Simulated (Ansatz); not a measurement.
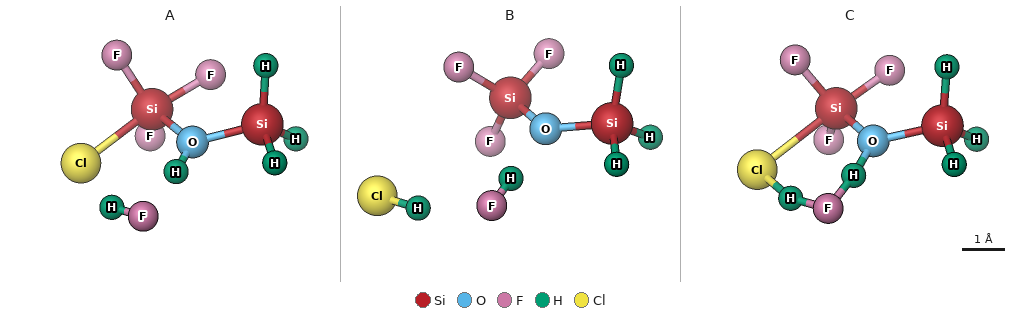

Three geometries of Si2H5OClF4: a saddle point and the two minima that it joins, in shuffled order. Style: ball-and-stick. Shown from a free direction. Sticks join atoms that are closer than about 1.2 times the sum of their covalent radii (a little more with hydrogen).

Stationary points at PBE0-D4/def2-TZVP, single-point energies with wB97M-V, B3LYP-D4, BHLYP-D4, RPA@PBE, r2SCAN0-D4, B2PLYP (def2-TZVPP where no basis is named; Ansatz 0.2.0). The energies are electronic, without zero-point or thermal terms, and both ends are the minima reached downhill from the saddle, with any fragments still in contact.

Question: Which frame is the transition state, what reaction does it lead through, and what barrier is to be expected?

Answer: Frame C is the saddle point. Counted by bonded pieces, B holds HCl + HF + Si₂H₃OF₃ and A holds HF + Si₂H₄ClOF₃. From B over the saddle to A, bonds form: Cl–Si (4.08 → 2.49 → 2.22 Å), H–O (1.72 → 1.17 → 1.00 Å), F–H (1.92 → 1.15 → 0.96 Å). Bonds break: Cl–H (1.29 → 1.54 → 1.95 Å), F–H (0.94 → 1.16 → 1.55 Å). The saddle has one imaginary mode, 792i cm⁻¹. With wB97M-V the barrier is 82.3 kJ/mol from B and 28.1 kJ/mol from A, and A lies 54.2 kJ/mol above B.

```tsv
level	barrier from B (kJ/mol)	barrier from A (kJ/mol)	A less B (kJ/mol)
wB97M-V	82.3	28.1	54.2
B3LYP-D4	91.5	19.8	71.7
BHLYP-D4	109.3	31.9	77.4
RPA@PBE	102.1	22.3	79.8
r2SCAN0-D4	76.4	21.0	55.4
B2PLYP	98.6	23.3	75.2
```
